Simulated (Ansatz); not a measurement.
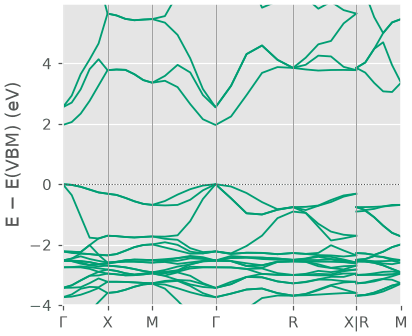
Figure: Band structure from HSE06 (plane waves, PAW; program Ansatz)

Task: Read off the gap and where the band edges lie.

Result: About 2.0 eV (1.96 eV among the points solved); maximum at Γ, minimum at Γ.

The material is Cu2O in space group Pn-3m (No. 224; Cu on 4c, O on 2a).

The cell was relaxed with HSE06 under the symmetry of its start. No spin polarisation was allowed. The hybrid was solved on a coarse mesh, the path and, where they were found, the r²SCAN edge points; its band edges are the extreme levels among these.

Potentials: the later of the program's two PAW sets.
